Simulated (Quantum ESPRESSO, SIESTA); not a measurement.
**How stiff is rocksalt TaN? Volume scan at PBEsol**

Aim: the equation of state of rocksalt TaN at PBEsol, from a volume scan solved by several programs.

Numbers are calculated unless marked as measured.

### 1. Set-up

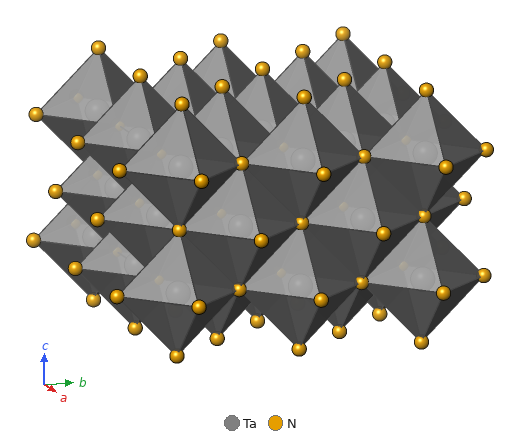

The structure nearest the reference's minimum (tantalum grey, nitrogen orange). 2×2×1 conventional cells are drawn. Some periodic images of atoms are drawn too.

The cell holds 2 atoms (1 Ta and 1 N). It starts from typed lattice constants, and its volume is changed by -8 to +8 %. Symmetry fixes shape and atoms, so all levels solve the scaled cells as they are.

### 2. One input

Quantum ESPRESSO 7.5: Kohn-Sham DFT, PBEsol, GBRV 1.5 ultrasoft pseudopotentials, plane waves. Its pw.in for the cell at -2 %:

```
&control
  calculation = 'scf'
  pseudo_dir = './pseudo'
  outdir = './tmp'
  disk_io = 'none'
  tprnfor = .true.
  tstress = .true.
/
&system
  ibrav = 0
  nat = 2
  ntyp = 2
  ecutwfc = 50
  ecutrho = 300
  occupations = 'smearing'
  smearing = 'fd'
  degauss = 0.007350
/
&electrons
  conv_thr = 1.0e-08
  electron_maxstep = 100
  mixing_beta = 0.3
  mixing_mode = 'plain'
  diagonalization = 'david'
/
ATOMIC_SPECIES
Ta 180.948 Ta.upf
N 14.007 N.upf
CELL_PARAMETERS angstrom
0.00000 2.19517 2.19517
2.19517 0.00000 2.19517
2.19517 2.19517 0.00000
ATOMIC_POSITIONS crystal
Ta 0.00000 0.00000 0.00000
N 0.50000 0.50000 0.50000
K_POINTS automatic
12 12 12 0 0 0
```

The job ended after 11 s (2 MPI ranks of Arm Neoverse V1, shared host; peak memory 0.18 GiB; 23 s of CPU time).

### 3. Programs and settings

| level | basis or training data | k-meshes | runs with an energy | CPU time | peak memory (GiB) |
| --- | --- | --- | --- | --- | --- |
| QE, PBEsol (reference) | plane waves, GBRV 1.5 ultrasoft, 50/300 Ry | 12×12×12 | 9 of 9 | 3.8 min | 0.2 |
| SIESTA DZP, PBEsol | DZP orbitals, shift 0.01 Ry, mesh 400 Ry | 12×12×12 | 9 of 9 | 9.7 min | 0.38 |

CPU times are sums over those runs, relaxations that stopped short among them, on a shared host, and rough.

### 4. Energy and pressure

Energy over each level's lowest row (meV an atom), then pressure (GPa):

| volume change (%) | volume (Å³/atom) | E, QE, PBEsol | E, SIESTA DZP, PBEsol | P, QE, PBEsol | P, SIESTA DZP, PBEsol |
| --- | --- | --- | --- | --- | --- |
| -8 | 9.930 | 34.55 | 54.13 | 21.33 | 27.00 |
| -6 | 10.146 | 11.63 | 24.66 | 12.06 | 17.51 |
| -4 | 10.362 | 0.54 | 6.85 | 3.80 | 9.29 |
| -2 | 10.578 | 0.00 | 0.00 | -3.60 | 0.87 |
| +0 | 10.794 | 8.90 | 3.53 | -10.23 | -6.04 |
| +2 | 11.010 | 26.26 | 15.93 | -16.14 | -12.15 |
| +4 | 11.226 | 51.15 | 36.00 | -21.42 | -17.50 |
| +6 | 11.441 | 82.78 | 63.02 | -26.12 | -22.49 |
| +8 | 11.657 | 120.45 | 96.48 | -30.33 | -27.00 |

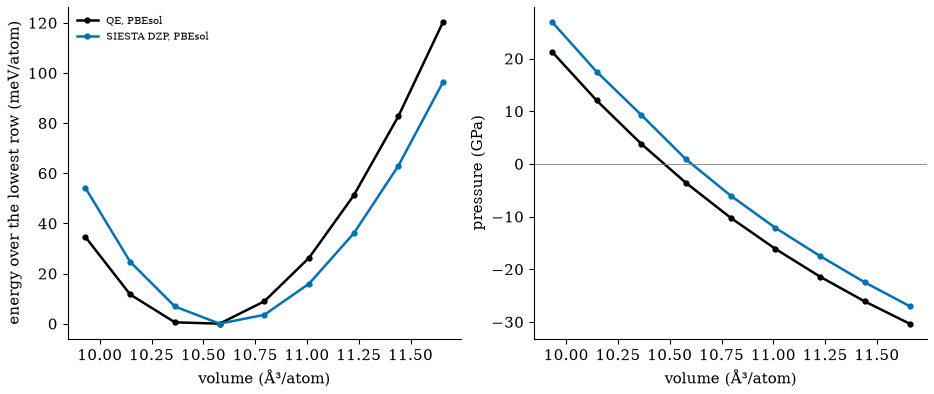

Energy and pressure against volume.

### 5. Fits

Third-order Birch–Murnaghan fits: the energy is a cubic in V^(−2/3), fitted to the energies of the rows that share one k-mesh, or through its derivative to the printed pressures. A tick marks the fit quoted below: that to energies where it misses by under 0.12 meV an atom, else that to pressures.

| level | fitted to | V0 (Å³/atom) | a (Å) | B0 (GPa) | B′ | r.m.s. miss |
| --- | --- | --- | --- | --- | --- | --- |
| QE, PBEsol | energies, 9 rows ✓ | 10.481 | 4.377 | 357.5 | 4.46 | 0.01 meV/atom |
| QE, PBEsol | pressures, 9 rows | 10.469 | 4.375 | 358.6 | 4.46 | 0.01 GPa |
| SIESTA DZP, PBEsol | energies, 9 rows | 10.609 | 4.395 | 353.9 | 4.47 | 0.16 meV/atom |
| SIESTA DZP, PBEsol | pressures, 9 rows ✓ | 10.610 | 4.395 | 353.6 | 4.46 | 0.20 GPa |

### 6. Findings

From its energies, the reference gives V0 = 10.481 Å³ an atom (a = 4.377 Å), B0 = 357 GPa and B′ = 4.5. SIESTA DZP, PBEsol (pressures) lies +1.24 % from it in volume and -1.1 % in bulk modulus. The energies of SIESTA DZP, PBEsol scatter about their fit by 0.16 meV an atom even on one mesh, so the pressures are quoted there. Where both fits stand, they agree on V0 within 0.3 %.

Caveats: The nuclei are static, without zero-point or thermal motion. Spin–orbit coupling is left out. Rocksalt TaN is a high-temperature or thin-film form, not the ground state. SIESTA's automatically made basis is far from complete, and its potentials were converted by us (checked for H, C, O, Si, Ge and Ca alone). The DFT runs use Fermi–Dirac occupations of width 0.1 eV, and energies are free energies.

[Logs are printed without paths, hosts, clocks, repeated set-up lines and the standing remarks that a program may print on its own settings, such as how far it seeks lower states.]

[Hosts, paths, dates, database ids (printed as entryN), source tags and the programs' standing remarks are cut or masked in the printed files.]
